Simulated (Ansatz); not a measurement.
# H3O+ (oxonium) at 6 levels

Aim: a comparison of 6 runs (BHLYP/6-31G, PBE0/6-31G, UB3LYP/3-21G, revPBE/3-21G, UMP2/3-21G, CCSD/3-21G) of H3O+ (oxonium). 

The results are computed with Ansatz 0.2.0.

### 1 Starting point

The species is H3O+ (4 atoms), meant as a singlet with charge +1. As SMILES, `[OH3+]`. The H4–O1 distance was set to 1.476 Å, away from the relaxed value. At this shape a bond of the SMILES string is far longer than usual.

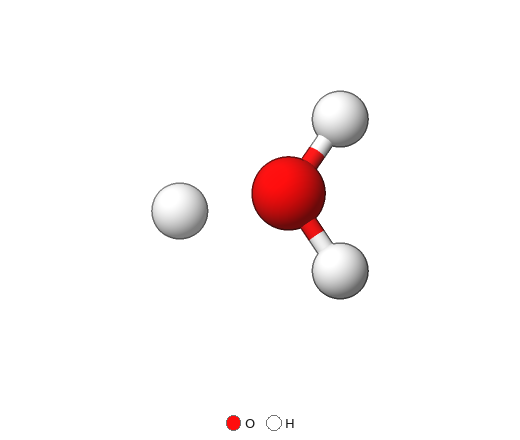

The structure, seen from a chosen angle (oxygen red, hydrogen white).

### 2 The energy at BHLYP/6-31G (run 1)

run.yaml

```yaml
crystal:
  periodic: [false, false, false]
  atoms:
    - {symbol: O, position_ang: [0.292511, 0.154372, -0.488415]}
    - {symbol: H, position_ang: [0.310691, 1.134832, -0.415045]}
    - {symbol: H, position_ang: [-0.316949, -0.151228, -1.197195]}
    - {symbol: H, position_ang: [0.003130, -0.491800, 0.806120]}
basis:
  gaussian:
    orbitals: 6-31G
total_charge: 1
hamiltonian:
  xc: {name: BHLYP}
accuracy: high
```

Launch:

```bash
$ ansatz run run.yaml --threads 1 --pin off --max-ram 2610MiB --events-out events.jsonl --progress --plain --runs-dir runs
```

What it wrote:

```text
Warning: RAYON_NUM_THREADS=1 ignored (pool sized by the plan → 1); use --threads N
Functional definition: BHLYP
  name "BHLYP"
  parameter a = 0.5
  exchange = (1 - a)*b88_x + a*exact_x
  correlation = lyp_c
282 factors; integrals over basis functions are off by at most 1.0e-8 eV
mean field evaluation 1: about -2070.8255 eV, gradient 8.1e1 eV
mean field evaluation 2: about -2062.6936 eV, gradient 1.0e2 eV
mean field evaluation 4: about -2082.9370 eV, gradient 5.8e-1 eV
mean field evaluation 8: about -2082.9324 eV, gradient 2.2e-2 eV
mean field evaluation 16: about -2082.9324 eV, gradient 1.8e-6 eV
mean field -2082.93242803 eV, -76.5463548677 hartree, gradient 9.2e-8 eV, S^2 0.000000; 0 other end points of the search recorded, 0 dependent functions left out
reference -2082.93244241 eV, -76.5463553963 hartree; 5, 5 occupied and 10, 10 virtual orbitals, 282 factors
Total energy: -2082.93244241 eV, -76.5463553963 hartree
```

It took 0.2 s on 1 thread of AMD EPYC 9R45 (Zen 5), shared host.

### 3 The energy at PBE0/6-31G (run 2)

run.yaml

```yaml
crystal:
  periodic: [false, false, false]
  atoms:
    - symbol: O
      position_ang: [0.292511, 0.154372, -0.488415]
    - symbol: H
      position_ang: [0.310691, 1.134832, -0.415045]
    - symbol: H
      position_ang: [-0.316949, -0.151228, -1.197195]
    - symbol: H
      position_ang: [0.003130, -0.491800, 0.806120]
basis:
  gaussian: {orbitals: 6-31G}
total_charge: 1
hamiltonian: {xc: pbe0}
accuracy: high
```

Launch:

```bash
$ ansatz run run.yaml --threads 1 --pin off --max-ram 2610MiB --events-out events.jsonl --progress --plain --runs-dir runs
```

What it wrote:

```text
Warning: RAYON_NUM_THREADS=1 ignored (pool sized by the plan → 1); use --threads N
Functional definition: PBE0
  name "PBE0"
  parameter a = 0.25
  parameter kappa = 0.804
  parameter beta = 0.06672455060314922
  exchange = (1 - a)*pbe_x(kappa = kappa, mu = beta*pi^2/3) + a*exact_x
  correlation = pbe_c(beta = beta)
282 factors; integrals over basis functions are off by at most 1.0e-8 eV
mean field evaluation 1: about -2066.7323 eV, gradient 9.0e1 eV
mean field evaluation 2: about -2039.2905 eV, gradient 1.3e2 eV
mean field evaluation 4: about -2081.9782 eV, gradient 1.3e0 eV
mean field evaluation 8: about -2081.9742 eV, gradient 1.7e-3 eV
mean field evaluation 16: about -2081.9742 eV, gradient 4.6e-8 eV
mean field -2081.97421966 eV, -76.5111413597 hartree, gradient 4.5e-8 eV, S^2 0.000000; 0 other end points of the search recorded, 0 dependent functions left out
reference -2081.97422085 eV, -76.5111414033 hartree; 5, 5 occupied and 10, 10 virtual orbitals, 282 factors
Total energy: -2081.97422085 eV, -76.5111414033 hartree
```

Run time: 0.2 s. Hardware: 1 thread of AMD EPYC 9R45 (Zen 5), shared host.

Run 3 isn't shown in full; the table further down has it.

### 4 The energy at revPBE/3-21G (run 4)

molecule.yaml

```yaml
crystal:
  periodic: [false, false, false]
  atoms:
    - {symbol: O, position_ang: [0.292511, 0.154372, -0.488415]}
    - {symbol: H, position_ang: [0.310691, 1.134832, -0.415045]}
    - {symbol: H, position_ang: [-0.316949, -0.151228, -1.197195]}
    - {symbol: H, position_ang: [0.003130, -0.491800, 0.806120]}
basis:
  gaussian: {orbitals: 3-21G.json}
total_charge: 1
hamiltonian: {xc: {name: revPBE}}
accuracy: high
```

The basis set 3-21G is read from a file made from the Basis Set Exchange's data (not shown).

Launch:

```bash
$ ansatz run molecule.yaml --threads 1 --pin off --max-ram 2610MiB --events-out events.jsonl --progress --plain --runs-dir runs
```

What it wrote:

```text
Warning: RAYON_NUM_THREADS=1 ignored (pool sized by the plan → 1); use --threads N
Functional definition: revPBE
  name "revPBE"
  parameter kappa = 1.245
  parameter beta = 0.06672455060314922
  exchange = pbe_x(kappa = kappa, mu = beta*pi^2/3)
  correlation = pbe_c(beta = beta)
232 factors; integrals over basis functions are off by at most 4.0e-9 eV
mean field evaluation 1: about -2056.9649 eV, gradient 1.0e2 eV
mean field evaluation 2: about -2008.5339 eV, gradient 1.5e2 eV
mean field evaluation 4: about -2072.8694 eV, gradient 8.4e0 eV
mean field evaluation 8: about -2073.0717 eV, gradient 1.2e-1 eV
mean field evaluation 16: about -2073.0718 eV, gradient 4.8e-7 eV
mean field -2073.07176909 eV, -76.1839823354 hartree, gradient 4.8e-8 eV, S^2 0.000000; 0 other end points of the search recorded, 0 dependent functions left out
reference -2073.07177082 eV, -76.1839823993 hartree; 5, 5 occupied and 10, 10 virtual orbitals, 232 factors
Total energy: -2073.07177082 eV, -76.1839823993 hartree
```

Run time: 0.2 s. Hardware: 1 thread of AMD EPYC 9R45 (Zen 5), shared host.

Run 5 isn't shown in full; the table further down has it.

### 5 The energy at CCSD/3-21G (run 6)

in.yaml

```yaml
crystal:
  periodic: [false, false, false]
  atoms:
    - symbol: O
      position_ang: [0.292511, 0.154372, -0.488415]
    - symbol: H
      position_ang: [0.310691, 1.134832, -0.415045]
    - symbol: H
      position_ang: [-0.316949, -0.151228, -1.197195]
    - symbol: H
      position_ang: [0.003130, -0.491800, 0.806120]
basis:
  gaussian:
    orbitals: 3-21G.json
total_charge: 1
correlation:
  method: ccsd
  frozen_orbitals: {H: 0, O: 1}
accuracy: high
scf:
  omitted_lower_state_checks: [cluster_reference, increment]
```

The basis set 3-21G is read from a file made from the Basis Set Exchange's data (not shown).

Launch:

```bash
$ ansatz run in.yaml --threads 1 --pin off --max-ram 2610MiB --events-out events.jsonl --progress --plain --runs-dir runs
```

What it wrote:

```text
Warning: RAYON_NUM_THREADS=1 ignored (pool sized by the plan → 1); use --threads N
[... 11 lines left out ...]
1 core orbitals not correlated: weight in the atoms' cores, before any rotation towards them, 1.000 or more for the frozen orbitals, at most 0.000 for the correlated occupied ones
[... 21 lines left out ...]
Total energy: -2066.60605258 eV, -75.9463716365 hartree
Checks for a lower state left out: cluster_reference, increment
```

Wall time 0.06 s (1 thread of AMD EPYC 9R45 (Zen 5), shared host).

### 6 All runs side by side

```csv
run,level,frozen core orbitals,energy (Eh),wall time
1,BHLYP/6-31G,–,-76.546355,0.2 s
2,PBE0/6-31G,–,-76.511141,0.2 s
3,UB3LYP/3-21G,–,-76.204814,0.28 s
4,revPBE/3-21G,–,-76.183982,0.2 s
5,UMP2/3-21G,1,-75.937605,0.04 s
6,CCSD/3-21G,1,-75.946372,0.06 s
```

### 7 Results

| quantity | value |
| --- | --- |
| run 6: total energy | -75.94637 Eh |
| run 6: correlation energy (1 core orbital frozen) | -148.8 mEh |
| run 6: T1 diagnostic | 0.019 |

**Reading.** Totals of different functionals can't be ranked against each other. All runs together took 0.98 s, the longest 0.28 s.
